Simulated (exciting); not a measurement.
# Electron–core-hole interaction in the Ta L₃ spectrum of Li3TaO4

Aim: the Ta L₃ absorption edge of Li3TaO4 with the electron–hole interaction treated explicitly, and what each term of the kernel does.

Program: exciting sodium. Level of theory: X-ray absorption, core-level Bethe-Salpeter equation, exchange and statically screened direct term, Tamm-Dancoff, all-electron LAPW+lo LDA. Results are calculated unless marked as measured.

## Step 1: The starting structure

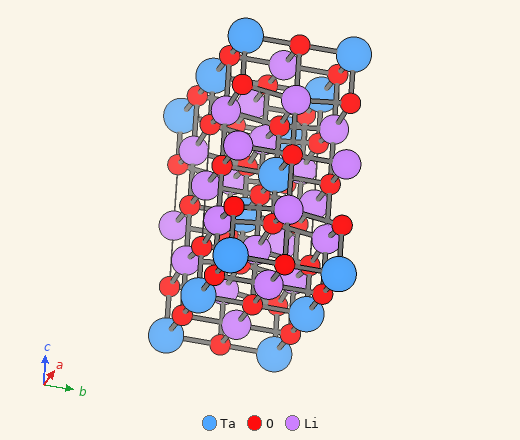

The starting structure, seen from a free direction (tantalum blue, oxygen red, lithium purple). 2×1×1 cells are drawn. This picture shows the conventional cell, with its axes. Some periodic images of atoms are drawn too.

Structure file:

```xyz
8
Lattice="-2.0648 2.0648 4.3590 2.0648 -2.0648 4.3590 2.0648 2.0648 -4.3590" Properties=species:S:1:pos:R:3 pbc="T T T"
Ta    0.0000    0.0000    0.0000
O     0.0000    0.0000    1.9366
O     0.0000    2.0648    0.0000
O     0.0000    0.0000    6.7813
O     2.0648    0.0000    0.0000
Li    0.0000    2.0648    2.1795
Li    2.0648    0.0000    2.1795
Li    0.0000    0.0000    4.3590
```

Differences between curves are given as r.m.s. difference over r.m.s. height.

## Step 2: The self-consistent potential

The species files are the program's own, with muffin-tin radii set in the input.

The input, input.xml:

```
<input>
  <title>Li3TaO4</title>
  <structure speciespath="." autormt="false" epslat="1.0e-5">
    <crystal>
      <basevect>-3.9018970528 3.9018970528 8.2372764915</basevect>
      <basevect>3.9018970528 -3.9018970528 8.2372764915</basevect>
      <basevect>3.9018970528 3.9018970528 -8.2372764915</basevect>
    </crystal>
    <species speciesfile="Ta.xml" rmt="2.058">
      <atom coord="0.0000000000 0.0000000000 0.0000000000"/>
    </species>
    <species speciesfile="O.xml" rmt="1.492">
      <atom coord="0.2221410000 0.2221410000 0.0000000000"/>
      <atom coord="0.5000000000 0.0000000000 0.5000000000"/>
      <atom coord="0.7778590000 0.7778590000 0.0000000000"/>
      <atom coord="0.0000000000 0.5000000000 0.5000000000"/>
    </species>
    <species speciesfile="Li.xml" rmt="2.163">
      <atom coord="0.7500000000 0.2500000000 0.5000000000"/>
      <atom coord="0.2500000000 0.7500000000 0.5000000000"/>
      <atom coord="0.5000000000 0.5000000000 0.0000000000"/>
    </species>
  </structure>
  <groundstate do="fromscratch" xctype="LDA_PW" ngridk="4 4 4" rgkmax="6.5" gmaxvr="14" nempty="8" swidth="0.001" maxscl="100" epsengy="1e-5"/>
</input>
```

Command:

```sh
$ OMP_NUM_THREADS=1 mpirun -n 4 exciting
```

The log of the run:

```text
EXCITING SODIUM started
********************************************************************************
* Ground-state run starting from atomic densities                              *
********************************************************************************
+ Starting initialization                                                      +
 Lattice vectors (cartesian) :
     -3.9018970528      3.9018970528      8.2372764915
      3.9018970528     -3.9018970528      8.2372764915
      3.9018970528      3.9018970528     -8.2372764915
 Reciprocal lattice vectors (cartesian) :
      0.0000000000      0.8051449362      0.3813873016
      0.8051449362      0.0000000000      0.3813873016
      0.8051449362      0.8051449362      0.0000000000
 Unit cell volume                           :     501.6435686315
 Brillouin zone volume                      :       0.4944750196
 Species :    1 (Ta)
     parameters loaded from                 :    Ta.xml
     name                                   :    tantalum
     nuclear charge                         :     -73.00000000
     electronic charge                      :      73.00000000
     atomic mass                            :  329847.84330000
     muffin-tin radius                      :       2.05800000
     # of radial points in muffin-tin       :     600
     atomic positions (lattice) :
       1 :   0.00000000  0.00000000  0.00000000
 Species :    2 (O)
     parameters loaded from                 :    O.xml
     name                                   :    oxygen
     nuclear charge                         :      -8.00000000
     electronic charge                      :       8.00000000
     atomic mass                            :   29165.12203000
     muffin-tin radius                      :       1.49200000
     # of radial points in muffin-tin       :     250
     atomic positions (lattice) :
       1 :   0.22214100  0.22214100  0.00000000
       2 :   0.50000000  0.00000000  0.50000000
       3 :   0.77785900  0.77785900  0.00000000
       4 :   0.00000000  0.50000000  0.50000000
 Species :    3 (Li)
     parameters loaded from                 :    Li.xml
     name                                   :    lithium
     nuclear charge                         :      -3.00000000
     electronic charge                      :       3.00000000
     atomic mass                            :   12652.66897000
     muffin-tin radius                      :       2.16300000
     # of radial points in muffin-tin       :     250
     atomic positions (lattice) :
       1 :   0.75000000  0.25000000  0.50000000
       2 :   0.25000000  0.75000000  0.50000000
       3 :   0.50000000  0.50000000  0.00000000
 Total number of atoms per unit cell        :       8
 Spin treatment                             :    spin-unpolarised
 Number of Bravais lattice symmetries       :      16
 Number of crystal symmetries               :      16
 k-point grid                               :       4    4    4
 Total number of k-points                   :      13
 k-point set is reduced with crystal symmetries
 R^MT_min * |G+k|_max (rgkmax)              :       6.50000000
 Species with R^MT_min                      :       2 (O)
 Maximum |G+k| for APW functions            :       4.35656836
 Maximum |G| for potential and density      :      14.00000000
 G-vector grid sizes                        :      45    45    45
 Total number of G-vectors                  :   23221
 Maximum angular momentum used for
     APW functions                          :       8
     computing H and O matrix elements      :       8
     potential and density                  :       8
     inner part of muffin-tin               :       2
 Total nuclear charge                       :    -114.00000000
 Total electronic charge                    :     114.00000000
 Total core charge                          :      54.00000000
 Total valence charge                       :      60.00000000
 Number of empty states                     :       8
 Total number of valence states             :      39
 Maximum Hamiltonian size                   :     777
 Maximum number of plane-waves              :     728
 Total number of local-orbitals             :      49
 Exchange-correlation type                  :       3
     Perdew-Wang, Phys. Rev. B 45, 13244 (1992)
 Smearing scheme                            :    Gaussian
 Smearing width                             :       0.00100000
 Using multisecant Broyden potential mixing
+ Ending initialization                                                        +
********************************************************************************
* Groundstate module started                                                   *
********************************************************************************
 Output level for this task is set to normal
+ Self-consistent loop started                                                 +
 Density and potential initialised from atomic data
+ SCF iteration number :    1                                                  +
 Total energy                               :    -15905.57438655
 _______________________________________________________________
 Fermi energy                               :         0.17520731
 Kinetic energy                             :     17877.29911065
 Coulomb energy                             :    -33436.16309783
 Exchange energy                            :      -336.33511032
 Correlation energy                         :       -10.37528905
 DOS at Fermi energy (states/Ha/cell)       :         0.00000000
 Electron charges :
     core                                   :        54.00000000
     core leakage                           :         0.00006764
     valence                                :        60.00000000
     interstitial                           :         8.85009474
     charge in muffin-tin spheres :
                  atom     1    Ta          :        68.44264788
                  atom     2     O          :         7.41046398
                  atom     3     O          :         7.31244445
                  atom     4     O          :         7.41046398
                  atom     5     O          :         7.31244445
                  atom     6    Li          :         2.43383270
                  atom     7    Li          :         2.43383270
                  atom     8    Li          :         2.39377512
     total charge in muffin-tins            :       105.14990526
     total charge                           :       114.00000000
 Estimated fundamental gap                  :         0.24234397
        valence-band maximum at    1      0.0000  0.0000  0.0000
     conduction-band minimum at    1      0.0000  0.0000  0.0000
[... further iterations ...]
| Convergence targets achieved. Performing final SCF iteration                 +
 Total energy                               :    -15938.83393367
 _______________________________________________________________
 Fermi energy                               :         0.18415965
 Kinetic energy                             :     17846.53515660
 Coulomb energy                             :    -33439.35836959
 Exchange energy                            :      -335.67064214
 Correlation energy                         :       -10.34007853
 DOS at Fermi energy (states/Ha/cell)       :         0.00000000
 Electron charges :
     core                                   :        54.00000000
     core leakage                           :         0.00006461
     valence                                :        60.00000000
     interstitial                           :         9.92482124
     charge in muffin-tin spheres :
                  atom     1    Ta          :        69.24212397
                  atom     2     O          :         6.81511287
                  atom     3     O          :         6.83868203
                  atom     4     O          :         6.81511287
                  atom     5     O          :         6.83868203
                  atom     6    Li          :         2.52014162
                  atom     7    Li          :         2.52014162
                  atom     8    Li          :         2.48518176
     total charge in muffin-tins            :       104.07517876
     total charge                           :       114.00000000
 Estimated fundamental gap                  :         0.05530720
        valence-band maximum at    8      0.2500  0.2500  0.2500
     conduction-band minimum at    1      0.0000  0.0000  0.0000
+ Self-consistent loop stopped                                                 +
 STATE.OUT is written
********************************************************************************
* Groundstate module stopped                                                   *
********************************************************************************
 Total time spent (seconds)                 :       111.16
- CAUTION! Warnings have been written in file WARNING.OUT !                    -
| EXCITING SODIUM stopped                                                      =
```

Elapsed: 1.9 min, on 4 MPI ranks of Intel Xeon at 2.70GHz, shared host.

The warnings file holds hints only, no warning.

The mesh shows a gap of 1.50 eV. Core levels (Dirac, from the valence top):

| atom | level | energy (eV) |
| --- | --- | --- |
| Ta | 3s1/2 | -2638.4 |
| Ta | 3p1/2 | -2412.1 |
| Ta | 3p3/2 | -2138.9 |
| Ta | 3d3/2 | -1755.8 |
| Ta | 3d5/2 | -1696.2 |
| Ta | 4s1/2 | -532.9 |
| Ta | 4p1/2 | -439.6 |
| Ta | 4p3/2 | -376.5 |
| Ta | 4d3/2 | -223.1 |
| Ta | 4d5/2 | -211.5 |
| O | 1s1/2 | -499.5 |

## Step 3: A richer basis for the empty states

Each species file gets more local orbitals, built from u and its energy derivative at 0.15 Ha and u at 0.9 Ha.

input.xml is that of step 2.

The input, SPECIES.xml, added lines:

```
<lo l="L">  <!-- L = 0, 1, 2, and 3 from Cs on -->
  <wf matchingOrder="0" trialEnergy="0.1500" searchE="false"/>
  <wf matchingOrder="1" trialEnergy="0.1500" searchE="false"/>
  <wf matchingOrder="0" trialEnergy="0.9000" searchE="false"/>
</lo>
```

Command:

```sh
$ OMP_NUM_THREADS=1 mpirun -n 4 exciting
```

The log of the run:

```text
EXCITING SODIUM started
********************************************************************************
* Ground-state run starting from atomic densities                              *
********************************************************************************
+ Starting initialization                                                      +
[... lattice and species ...]
 Spin treatment                             :    spin-unpolarised
 Number of Bravais lattice symmetries       :      16
[...]
+ Self-consistent loop stopped                                                 +
 STATE.OUT is written
********************************************************************************
* Groundstate module stopped                                                   *
********************************************************************************
 Total time spent (seconds)                 :       121.84
- CAUTION! Warnings have been written in file WARNING.OUT !                    -
| EXCITING SODIUM stopped                                                      =
[key lines of the parts left out:]
Total energy                               :    -15938.83612889
Fermi energy                               :         0.18454942
```

The job ended after 2 min (4 MPI ranks).

Against the first ground state the total energy moves by -7 meV an atom and the gap by 0.00 eV.

[end of part 1 of 3]

[Banner, clock and machine lines of the logs are left out without a mark of their own.]

[Logs are printed without paths, hosts, clocks, repeated set-up lines and the standing remarks that a program may print on its own settings, such as how far it seeks lower states.]

[Hosts, paths, dates, database ids (printed as entryN), source tags and the programs' standing remarks are cut or masked in the printed files.]
